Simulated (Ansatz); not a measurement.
## Electronic structure of BH7NSi (SMILES [BH3-][SiH2]N) (charge −1) in real space

Input

```
crystal:
  periodic: [false, false, false]
  atoms:
    - {symbol: B, position_ang: [-1.285688, 0.829236, -1.013177]}
    - {symbol: N, position_ang: [-0.086084, -1.096749, 1.171626]}
    - {symbol: Si, position_ang: [-0.981147, 0.442099, 0.925145]}
    - {symbol: H, position_ang: [-1.861445, 1.917707, -1.128899]}
    - {symbol: H, position_ang: [-0.166828, 0.874142, -1.547500]}
    - {symbol: H, position_ang: [-1.963991, -0.083049, -1.499780]}
    - {symbol: H, position_ang: [-2.193786, 0.285580, 1.835407]}
    - {symbol: H, position_ang: [-0.208309, 1.512550, 1.703799]}
    - {symbol: H, position_ang: [0.524772, -1.323663, 0.394310]}
    - {symbol: H, position_ang: [0.420967, -1.226778, 2.039579]}
basis:
  gaussian: {orbitals: def2-TZVPD}
total_charge: -1
hamiltonian: {xc: pbe0}
output: {forces: true, orbitals: {seedname: orbitals}}
```

Command:

```sh
ansatz run input.yaml --threads 2 --pin off --max-ram 4350MiB --events-out events.jsonl --progress --plain --runs-dir runs
```

Geometry: PBE0-D3(BJ)/def2-SVPD.

These are results of isolated molecule in a Gaussian basis; Kohn-Sham density functional theory, functional PBE0 (Ansatz 0.2.0), not measurements.

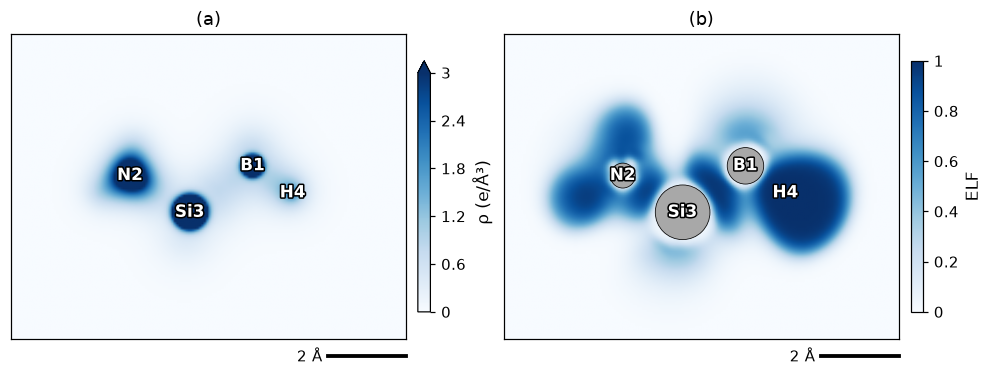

Figure 1. (a) total electron density; (b) electron localisation function on the plane of atoms Si3, B1 and H4. Grey discs cover the atomic cores in the ELF map.

Question: What does the map show?

Answer:
- The plane passes through B, N, Si and H nuclei.
- Si–N (1.80 Å): ρ at the midpoint is about 0.96 e/Å³; the ELF peaks at about 0.90 between the atoms: a polar covalent bond.
- Si–B (2.00 Å): ρ at the midpoint is about 0.79 e/Å³; the ELF peaks at about 0.95 between the atoms; a covalent bond.
- B–H (1.24 Å): ρ is about 1 e/Å³ halfway; the ELF climbs to about 1 towards the hydrogen, as it does in any bond to H; a covalent bond by its length.

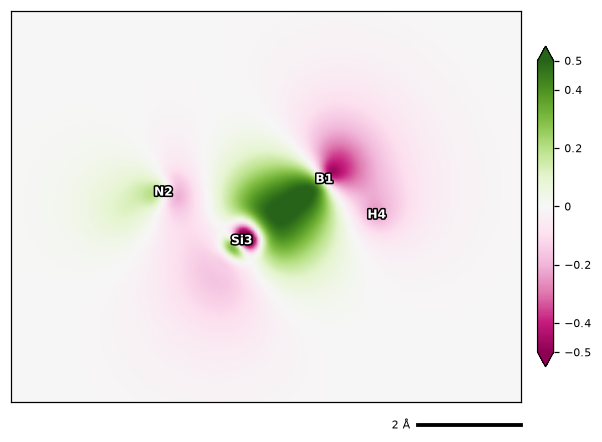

Figure 2. The HOMO on the plane of atoms Si3, B1 and H4 (values in Å⁻³ᐟ²; the overall sign is arbitrary).

Question: Describe this orbital and give its energy.

Answer: Its weight (Hirshfeld) is mainly on Si3 (about 35 %) and B1 (about 35 %). Its energy is −1.86 eV.
